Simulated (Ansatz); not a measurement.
# LiNbO3 (R3c): band gap by G0W0 on HSE06, part 2 of 3

How far does one-shot GW move the HSE06 gap of LiNbO3 (R3c)?

Ansatz 0.2.0; HSE06, then G0W0 on it, plane waves, PAW. Known limits of the many-body steps: finite bands, screening cutoff and k mesh; no spin-orbit coupling in G0W0.

So far. Step 2 (The starting point: HSE06): Over mesh and listed points the gap is 5.033 eV, from k = (-0.150, -0.150, -0.150) to k = (-0.381, 0.000, -0.619). The least direct gap found is 5.067 eV, at k = Γ. On the 4×4×4 mesh alone the same run gives 5.067 eV, so that mesh misses an edge of HSE06: 5.067 − 5.033 = +0.034 eV.

In doubt: masses and optical values from hybrid runs of this build are listed as unsure, which bears on the screening that GW takes from such a start.

### Step 3. One-shot GW

G0W0 replaces the xc potential by a self-energy built once from the orbitals of the start. Levels are corrected in the window of bands that the input names, at points of the mesh.

This step: G0W0 on HSE06, plane waves, PAW.

Input file input.yaml:

```yaml
crystal:
  lattice:
    - [2.5758, 1.4871388234, 4.623]
    - [-2.5758, 1.4871388234, 4.623]
    - [0.0, -2.9742776468, 4.623]
  atoms:
    - { symbol: Li, position: [0.2815, 0.2815, 0.2815] }
    - { symbol: Li, position: [0.7815, 0.7815, 0.7815] }
    - { symbol: Nb, position: [5.5e-05, 5.5e-05, 5.5e-05] }
    - { symbol: Nb, position: [0.500055, 0.500055, 0.500055] }
    - { symbol: O, position: [0.11231, 0.35836, 0.71959] }
    - { symbol: O, position: [0.71959, 0.11231, 0.35836] }
    - { symbol: O, position: [0.35836, 0.71959, 0.11231] }
    - { symbol: O, position: [0.21959, 0.85836, 0.61231] }
    - { symbol: O, position: [0.85836, 0.61231, 0.21959] }
    - { symbol: O, position: [0.61231, 0.21959, 0.85836] }
kpoints:
  mp_grid: { grid: [4, 4, 4] }
hamiltonian:
  xc: hse06
  pseudopotentials: { kind: paw, source: ansatz }
scf:
  occupations: { method: fixed }
gw:
  n_empty_bands: 631
  ecut_chi: 190.0
  qp_bands: [v3, c3]
  qp_kpoints: band_edges
  screening: { model: contour_deformation }
```

Launch:

```
> ansatz run input.yaml --threads 4 --pin off --max-ram 138240MiB --backend cuda --events-out ev --progress --plain --runs-dir out --devices 1 --max-vram 26GiB
```

Numbers of over 12 decimals in the logs are rounded to 6 here.

The log of the run:

```text
GPUs: using 1 of 1 available (devices: 1).
[...]
GPU FFT provider: cuFFT
GPU libraries: cuBLAS 13.8.2, cuFFT 12.4.0, cuSOLVER 12.3.4
Crystal: 10 atoms, lattice volume = 106.252 Å³
Basis set: ecut = 930 eV, 6833 PW (Γ)
Bands: 44, of which v1, the nominal top of the filled ones, is band 34 counted from 1 (33 counted from 0)
Symmetry: 6 space group operations
[...]
k-points: 13 of 64 (time reversal used)
[...]
GPU buffer pool allocated for 262144 grid points (all kernels)
[...]
SCF iter   1: F=—  HF=-12950.467092 eV  |F-HF|=—  |Δ(HF+E_count)|=         —  Δρ=9.87e-2  dr2=1.03e1  ethr=1.00e-1  ⟨swp⟩=4.1  Hψ=1774  notcnv=0
[...]
SCF iter   6: F=-12948.394335 eV  HF=-12948.394991 eV  |F-HF|=6.56e-4  |Δ(HF+E_count)|=   5.59e-4  Δρ=7.06e-4  dr2=7.46e-4  ethr=7.64e-6  ⟨swp⟩=3.0  Hψ=1397  notcnv=0
SCF 1 stopped early in 6 iterations: F = -12948.394335 eV  dr2 = 7.46e-4
[...]
GPU FFT provider: cuFFT
GPU libraries: cuBLAS 13.8.2, cuFFT 12.4.0, cuSOLVER 12.3.4
[...]
GPU buffer pool allocated for 262144 grid points (all kernels)
[...]
Frozen-core exchange: fock
SCF iter   1: F=—  HF=-12951.784174 eV  |F-HF|=—  |Δ(HF+E_count)|=         —  Δρ=1.93e-2  dr2=6.82e-1  ethr=1.10e-5  ⟨swp⟩=6.8  Hψ=2707  notcnv=0
[...]
SCF iter   6: F=-12951.623978 eV  HF=-12951.623990 eV  |F-HF|=1.23e-5  |Δ(HF+E_count)|=   4.53e-5  Δρ=9.76e-5  dr2=1.50e-5  ethr=8.65e-8  ⟨swp⟩=3.0  Hψ=1611  notcnv=0
SCF 2 stopped early in 6 iterations: F = -12951.623978 eV  dr2 = 1.50e-5
[...]
hybrid outer 1: dexx = +3.723e-2 eV, tail = 4.10e-5 eV
GPU FFT provider: cuFFT
GPU libraries: cuBLAS 13.8.2, cuFFT 12.4.0, cuSOLVER 12.3.4
GPU buffer pool allocated for 262144 grid points (all kernels)
[...]
Frozen-core exchange: fock
SCF iter   1: F=—  HF=-12951.623862 eV  |F-HF|=—  |Δ(HF+E_count)|=         —  Δρ=8.30e-5  dr2=5.93e-6  ethr=3.01e-7  ⟨swp⟩=2.3  Hψ=1266  notcnv=0
[...]
SCF iter   4: F=-12951.623861 eV  HF=-12951.623861 eV  |F-HF|=4.24e-8  |Δ(HF+E_count)|=   1.21e-7  Δρ=5.68e-6  dr2=4.99e-8  ethr=3.19e-11  ⟨swp⟩=3.4  Hψ=1782  notcnv=0
SCF 3 converged in 4 iterations: F = -12951.623861 eV  dr2 = 4.99e-8
[...]
NSCF: frozen V_eff on 13 k-points
Exchange-term sweep: 0 of 13 (spin, k) points
Exchange-term sweep: 1 of 13 (spin, k) points
Exchange-term sweep: 2 of 13 (spin, k) points
Exchange-term sweep: 3 of 13 (spin, k) points
Exchange-term sweep: 4 of 13 (spin, k) points
Exchange-term sweep: 5 of 13 (spin, k) points
Exchange-term sweep: 6 of 13 (spin, k) points
Exchange-term sweep: 7 of 13 (spin, k) points
Exchange-term sweep: 8 of 13 (spin, k) points
Exchange-term sweep: 9 of 13 (spin, k) points
Exchange-term sweep: 10 of 13 (spin, k) points
Exchange-term sweep: 11 of 13 (spin, k) points
Exchange-term sweep: 12 of 13 (spin, k) points
Exchange-term sweep: 13 of 13 (spin, k) points
G₀W₀ screening: q 1/13
[... further progress lines ...]
[...]
Free energy (F): -12951.623861 eV
Frozen-core exchange: fock
[...]
Internal energy: -12951.623861 eV  (E = F + TS)
E sigma→0 (E₀):  -12951.623861 eV
Fermi energy:    6.136889 eV
[...]
--- Band table (eV; the first three rows and the last of 13) ---
  k-point 0: bands = [... 30 lower, 5.4037, 5.5954, 6.1369, 6.1369, 11.2004, 11.2004, 11.7038, 12.9253, ... 2 higher]
  k-point 1: bands = [... 30 lower, 5.6239, 5.6964, 5.9227, 6.0500, 11.2531, 11.3782, 11.8585, 12.6482, ... 2 higher]
  k-point 2: bands = [... 30 lower, 5.8184, 5.8184, 5.8918, 5.8918, 11.5352, 11.5352, 12.4371, 12.4371, ... 2 higher]
  k-point 12: bands = [... 30 lower, 5.7906, 5.7906, 5.7906, 5.7906, 12.3714, 12.3714, 12.5779, 12.5779, ... 2 higher]
  guard bands above this table: 4 of the run's 44 bands. The solve was not asked for them (output.publish_guard_bands: true or output.eigenvalues: true publishes all)
--- G₀W₀: contour deformation, 6 samples at zero and on the imaginary axis and 1 off it, 64 q-points, 631 empty bands' worth ---
  eigenvalues of the whole cell's RPA ε∞ on this k-mesh (on a slab, of 1 + 4πα/V) = 3.8791, 4.0561, 4.0561; static W/v taken at q = 0 is 0.250040
  bands read: the sum over 665 bands ends inside a degenerate multiplet in 4 slots, whose members it reads at an even weight; the widest, k=12: bands 665 to 668 (counted from 1) at 1/4 each
  gw.qp_kpoints: band_edges: 13 of 13 stored k-points solved, in 1 pass; an edge of the gap read off the rows below is read off those points alone
    ik  band        ε_KS         Σx   Σc(E_QP)       V_xc       Z   E_QP_lin       E_QP  E_QP is
     0    32      5.5954   -25.9847     4.0431   -21.8268  0.7704     5.4804     5.4806  root
     0    33      6.1369   -25.8226     3.9460   -21.7949  0.7691     6.0551     6.0552  root
     0    34      6.1369   -25.8226     3.9460   -21.7949  0.7691     6.0551     6.0552  root
     0    35     11.2004   -13.2083    -4.8779   -18.6140  0.8072    11.7307    11.7282  root
     0    36     11.2004   -13.2083    -4.8779   -18.6140  0.8072    11.7307    11.7282  root
     0    37     11.7038   -13.4169    -4.8731   -18.8086  0.8011    12.2249    12.2224  root
     1    32      5.6964   -25.7430     3.9475   -21.6923  0.7691     5.5931     5.5933  root
     1    33      5.9227   -25.5105     3.9618   -21.4483  0.7674     5.8221     5.8223  root
     1    34      6.0500   -25.8528     3.9553   -21.8103  0.7687     5.9627     5.9628  root
     1    35     11.2531   -13.3162    -4.9085   -18.7515  0.8066    11.7823    11.7799  root
     1    36     11.3782   -13.2536    -4.8772   -18.6646  0.8060    11.9146    11.9121  root
     1    37     11.8585   -13.5759    -4.9677   -19.0828  0.8002    12.4005    12.3977  root
     2    32      5.8184   -25.8260     3.9717   -21.7520  0.7693     5.7159     5.7161  root
     2    33      5.8918   -25.7036     3.9800   -21.6262  0.7678     5.7943     5.7944  root
     2    34      5.8918   -25.7036     3.9800   -21.6262  0.7678     5.7943     5.7944  root
     2    35     11.5352   -13.3660    -4.9411   -18.8357  0.8034    12.0663    12.0637  root
     2    36     11.5352   -13.3660    -4.9411   -18.8357  0.8034    12.0663    12.0637  root
     2    37     12.4371   -13.8680    -5.0215   -19.4402  0.7931    12.9911    12.9879  root
     3    32      5.7328   -25.6706     3.9980   -21.5688  0.7669     5.6288     5.6290  root
     3    33      5.8285   -25.6962     3.8907   -21.7119  0.7691     5.7348     5.7350  root
     3    34      6.0436   -25.7907     3.9968   -21.7056  0.7679     5.9552     5.9553  root
     3    35     11.2654   -13.3411    -4.8666   -18.7378  0.8061    11.7980    11.7955  root
     3    36     11.7944   -13.5915    -4.9097   -19.0449  0.7999    12.3410    12.3381  root
     3    37     11.9019   -13.7556    -4.9332   -19.2311  0.7988    12.4471    12.4442  root
     4    32      5.5689   -25.5697     3.9155   -21.5440  0.7689     5.4586     5.4588  root
     4    33      5.8036   -25.7754     3.9002   -21.7751  0.7700     5.7033     5.7035  root
     4    34      6.0087   -25.8478     3.9758   -21.7800  0.7687     5.9166     5.9167  root
     4    35     11.1989   -13.1967    -4.8958   -18.6177  0.8081    11.7265    11.7241  root
     4    36     11.7178   -13.5031    -4.8714   -18.9117  0.8012    12.2577    12.2550  root
     4    37     12.3187   -14.0022    -5.0266   -19.5837  0.7934    12.8768    12.8735  root
     5    32      5.7988   -25.7555     3.9640   -21.6894  0.7690     5.6966     5.6967  root
     5    33      5.8608   -25.6854     3.9495   -21.6382  0.7680     5.7630     5.7631  root
     5    34      6.0181   -25.8303     3.9576   -21.7838  0.7682     5.9292     5.9293  root
     5    35     11.4708   -13.6047    -4.8265   -18.9717  0.8030    12.0141    12.0114  root
     5    36     11.5399   -13.3580    -4.9082   -18.7971  0.8036    12.0734    12.0708  root
     5    37     12.0916   -13.6985    -5.0215   -19.2618  0.7970    12.6364    12.6334  root
     6    32      5.4214   -26.2758     3.8826   -22.2831  0.7753     5.3112     5.3113  root
     6    33      5.6130   -26.1481     3.8711   -22.1772  0.7731     5.5131     5.5133  root
     6    34      5.9289   -25.6644     4.0262   -21.5444  0.7666     5.8349     5.8351  root
     6    35     11.2936   -13.3150    -4.8966   -18.7357  0.8058    11.8202    11.8177  root
[...]
11    32      5.4968   -25.9623     3.8965   -21.9581  0.7721     5.3888     5.3890  root
    11    33      5.8463   -25.7031     3.9676   -21.6341  0.7683     5.7448     5.7450  root
    11    34      5.8463   -25.7031     3.9676   -21.6341  0.7683     5.7448     5.7450  root
    11    35     11.5846   -13.5692    -4.8645   -18.9710  0.8025    12.1245    12.1219  root
    11    36     11.5846   -13.5692    -4.8645   -18.9710  0.8025    12.1245    12.1219  root
    11    37     12.4750   -14.1140    -5.0475   -19.7277  0.7914    13.0446    13.0412  root
    12    32      5.7906   -25.6068     3.9774   -21.5284  0.7673     5.6896     5.6897  root
    12    33      5.7906   -25.6068     3.9774   -21.5284  0.7673     5.6896     5.6897  root
    12    34      5.7906   -25.6068     3.9774   -21.5284  0.7673     5.6896     5.6897  root
    12    35     12.3714   -13.3751    -5.1811   -19.0601  0.7941    12.8782    12.8754  root
    12    36     12.3714   -13.3751    -5.1811   -19.0601  0.7941    12.8782    12.8754  root
    12    37     12.5779   -14.2385    -5.1487   -19.9574  0.7891    13.1518    13.1482  root
```

Elapsed: 4 min, on 1 × NVIDIA H100 80GB HBM3 (shared by 3 runs) with 4 threads of AMD EPYC 7R13 (Zen 3), shared host; peak memory 3.6 GiB.

This step gave:

* bands summed: 665
* RPA ε∞ on this mesh (eigenvalues): 3.879, 4.056, 4.056
* plane waves in the screening matrix: 635
* q-points in the mesh: 64
* G0W0 gap over the corrected points: 5.669 eV
* k of the valence top: 0, 0, 0
* k of the conduction bottom: 0, 0.25, -0.5
* starting gap on the mesh: 5.062 eV
* Z at the valence top: 0.7691
* Z at the conduction bottom: 0.8081
* least direct G0W0 gap over the corrected points: 5.673 eV

Over all 13 irreducible mesh points the G0W0 gap is 5.669 eV, from k = Γ to k = (0.000, 0.250, -0.500). The HSE06 gap of this run on the mesh is 5.062 eV. The two states that bound the G0W0 gap lie that far apart at the start, so the correction of the gap is 5.669 − 5.062 = +0.607 eV. The start of this run differs from the step before in files (soft_1 PAW and hard PAW) and plane-wave cutoff (420 eV and 930 eV).

Labels follow the order of the start: v1 is the top filled band, c1 the lowest empty one; levels that stay degenerate share a row, the window can cut a multiplet, doubted levels are not marked in this list, bands outside the window were not corrected, and the list may be a part of the corrected levels. The levels before and after the correction (eV, zero at the valence-band top of each column):

```
       conduction bottom  valence top
HSE06               5.06         0.00
 G0W0               5.67         0.00
```

```
                  level  occupation  energy (eV)
HSE06              Γ v3           2       -0.541
HSE06           Γ v2-v1           2        0.000
HSE06           Γ c1-c2           0        5.063
HSE06              Γ c3           0        5.567
HSE06  (0 0.25 -0.5) v3           2       -0.568
HSE06  (0 0.25 -0.5) v2           2       -0.333
HSE06  (0 0.25 -0.5) v1           2       -0.128
HSE06  (0 0.25 -0.5) c1           0        5.062
HSE06  (0 0.25 -0.5) c2           0        5.581
HSE06  (0 0.25 -0.5) c3           0        6.182
 G0W0              Γ v3           2       -0.575
 G0W0           Γ v2-v1           2        0.000
 G0W0           Γ c1-c2           0        5.673
 G0W0              Γ c3           0        6.167
 G0W0  (0 0.25 -0.5) v3           2       -0.596
 G0W0  (0 0.25 -0.5) v2           2       -0.352
 G0W0  (0 0.25 -0.5) v1           2       -0.138
 G0W0  (0 0.25 -0.5) c1           0        5.669
 G0W0  (0 0.25 -0.5) c2           0        6.200
 G0W0  (0 0.25 -0.5) c3           0        6.818
```

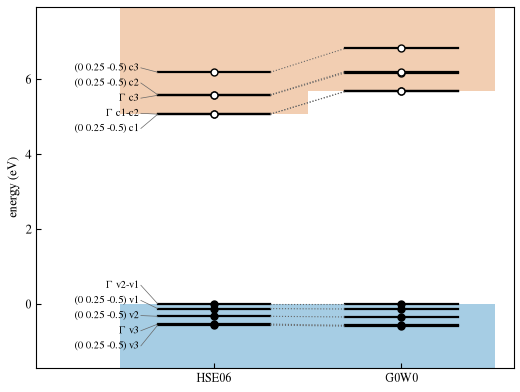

Levels before and after the correction. Shaded: valence and conduction bands. Filled marks are occupied levels, open marks empty ones.

The parts of the quasiparticle energy for the two states that bound the G0W0 gap, in eV on the run's own scale (QP = start + Σx + Σc − Vxc, with Σc at the quasiparticle energy):

```
             edge                       k  band   start       Σx      Σc      Vxc      Z      QP
      valence top                       Γ    33   6.137  −25.823   3.946  −21.795  0.769   6.055
conduction bottom  (0.000, 0.250, -0.500)    35  11.199  −13.197  −4.896  −18.618  0.808  11.724
```

For a hybrid start, Vxc holds its share of exact exchange.

[end of part 2 of 3]

[Paths, hosts, dates, memory and timing lines, banners, echoed tables and standing remarks are left out of the program output.]

[Logs are printed without paths, hosts, clocks, repeated set-up lines and the standing remarks that a program may print on its own settings, such as how far it seeks lower states.]

[Runs of the session that timed out or met a known fault of the program may be left out.]

[Cells called generated may have been cut or substituted from an entry of the Crystallography Open Database or the Materials Project.]

[Hosts, paths, dates, database ids (printed as entryN), source tags and the programs' standing remarks are cut or masked in the printed files.]

[Where an RPA ε∞ is given, it is that of the G0W0 mesh and is not shown converged in it. Names of k-points follow the symmetry that the program found, which can be lower than the space group named. Band edges on a path are those of the sampled points; other points can move an edge, and change direct to indirect where valleys lie close.]

[Hybrid gaps are those of their k-mesh and are not shown converged in it.]
